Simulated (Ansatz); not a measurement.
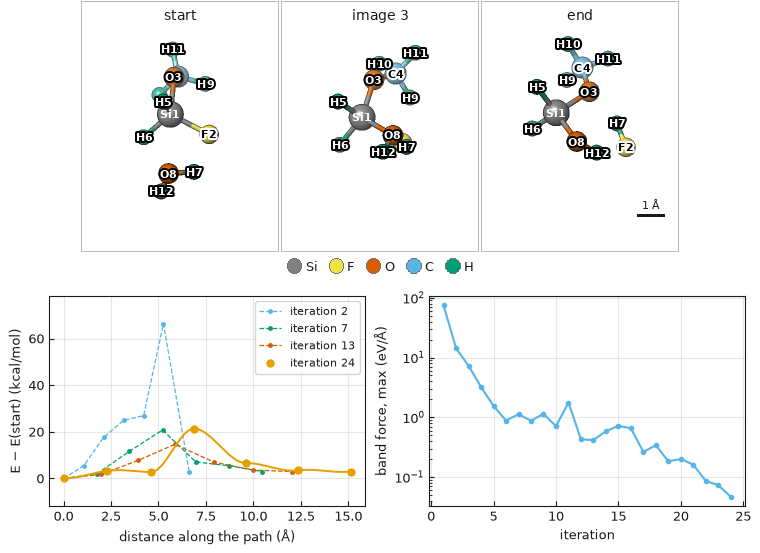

NEB run on CH$_{7}$FO$_{2}$Si. Images are numbered from 0 (start) to 6 (end). The plot follows the band through its iterations. A ball-and-stick model, seen from a free direction.

Computed with Ansatz, RKS PBE-D4/def2-SVP. Run with 5 movable images; climbing image; force threshold 0.05 eV/Å; iteration limit 60; starting path through a guess of the saddle point.

### Judge this run.

The run is converged, with reservations. The band converged in 24 iterations. The largest component of the band force went from 74 to 0.047 eV/Å. The climbing image converged on the top of the path. Its vibrational analysis gives one imaginary mode (444i cm⁻¹), as a transition state must have. The first iteration put the highest image at 464.9 kcal/mol. The energy climbs by 21.4 kcal/mol to image 3 and then falls by 18.4 kcal/mol, so the end point sits at +3.0 kcal/mol.

Cost: 2 min on 2 threads of Intel(R) Xeon(R) 6975P-C (Granite Rapids), on a shared host, peak memory 0.16 GiB.
